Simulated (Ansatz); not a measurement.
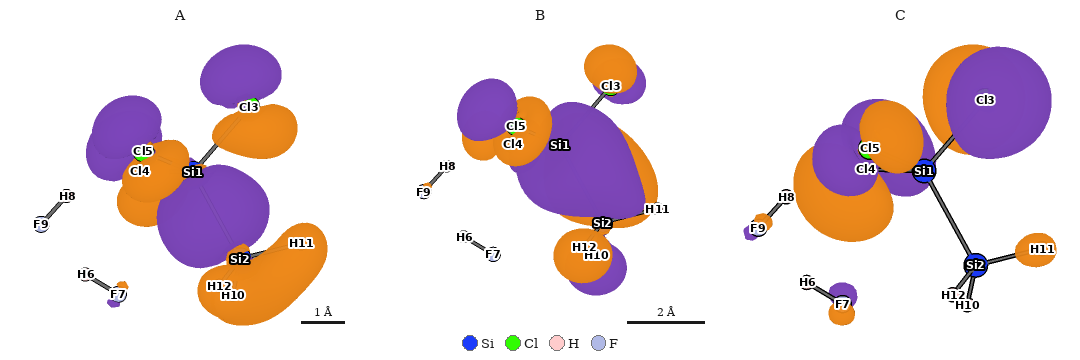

The picture shows: Cl$_{3}$H$_{3}$Si$_{2}$···HF···HF. Three frontier orbitals at ±0.08 Å⁻³ᐟ² (orange and purple are the two phases), in no order.

The reactant side of a reaction path; geometry: PBE0-D4/def2-TZVP.

Level of theory: RKS PBE0-D4/def2-TZVPP (Ansatz 0.2.0).

Input file:

```
crystal:
  periodic: [false, false, false]
  atoms:
    - {symbol: Si, position_ang: [-0.890875, 0.789406, -0.644421]}
    - {symbol: Si, position_ang: [0.138860, -1.143208, -1.483888]}
    - {symbol: Cl, position_ang: [-1.934599, 1.759634, -2.106449]}
    - {symbol: Cl, position_ang: [-2.150805, 0.466846, 0.923027]}
    - {symbol: Cl, position_ang: [0.528710, 2.170260, 0.018664]}
    - {symbol: H, position_ang: [0.823507, -0.611358, 2.081448]}
    - {symbol: F, position_ang: [0.703893, -1.303995, 1.462128]}
    - {symbol: H, position_ang: [0.826932, 1.474915, 2.029297]}
    - {symbol: F, position_ang: [0.972425, 0.918049, 2.770273]}
    - {symbol: H, position_ang: [-0.518074, -2.333562, -0.900659]}
    - {symbol: H, position_ang: [-0.089048, -1.099464, -2.952206]}
    - {symbol: H, position_ang: [1.589174, -1.087521, -1.197316]}
basis:
  gaussian: {orbitals: def2-TZVPP}
hamiltonian: {xc: pbe0, dispersion: d4}
output: {orbitals: {seedname: orbitals}}
```

Run with:

```sh
ansatz run in.yaml --threads 2 --pin off --events-out ev --progress --plain --max-ram 20480MiB --backend cuda --devices 0, --max-vram 18GiB
```

Q: Which picture is the HOMO−1, the HOMO and the LUMO?

A: C is the HOMO−1 (−9.54 eV). It lies mainly on Cl3 (about 40 %), Cl4 (about 40 %) and Cl5 (about 10 %); largely a combination of lone pairs on Cl3, Cl4 and Cl5. A is the HOMO (−8.79 eV). By Hirshfeld shares it lies mainly on Si2 (about 25 %), Si1 (about 20 %), Cl3 (about 15 %), Cl4 (about 15 %) and Cl5 (about 10 %). B is the LUMO (−0.99 eV). By Hirshfeld shares it lies mainly on Si1 (about 35 %), Si2 (about 25 %), Cl5 (about 15 %), Cl3 (about 5 %) and Cl4 (about 5 %).

Q: What is the HOMO–LUMO gap?

A: 7.80 eV between the orbital energies.
